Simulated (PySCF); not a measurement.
Ga(H)(Vi)(OEt), C4H9GaO, SMILES C=[CH][GaH][O]CC at its GFN2-xTB optimised geometry (Å):

```
15

Ga    -0.8208    -1.7226     0.0000
H     -1.7345    -2.9830    -0.0005
C      1.2077    -1.7226     0.0000
C      1.9135    -0.6019    -0.0022
H      1.7169    -2.6823     0.0015
H      2.9961    -0.5838    -0.0026
H      1.4270     0.3667    -0.0037
O     -1.8736    -0.3718     0.0000
C     -2.3515     0.9514     0.0082
C     -1.2245     1.9760     0.0461
H     -2.9594     1.1059    -0.8922
H     -2.9961     1.0807     0.8867
H     -0.5928     1.8589    -0.8333
H     -1.6344     2.9830     0.0599
H     -0.6208     1.8229     0.9396
```

Computed with CAM-B3LYP/def2-TZVP (PySCF).

Map of the LUMO amplitude (bohr^(-3/2)) on the plane z = 0.6 Å; orbital energy -0.18 eV, overall sign arbitrary:

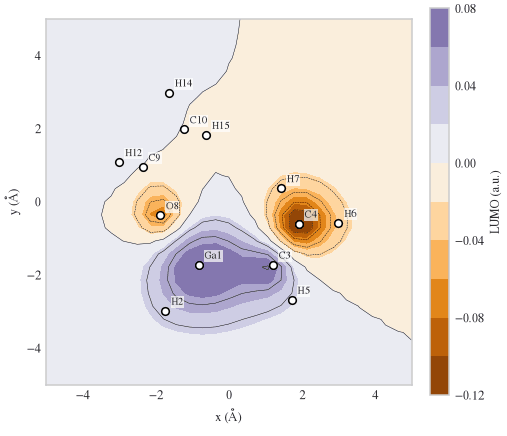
LUMO amplitude (bohr^(-3/2)) on the plane z = 0.6 Å.
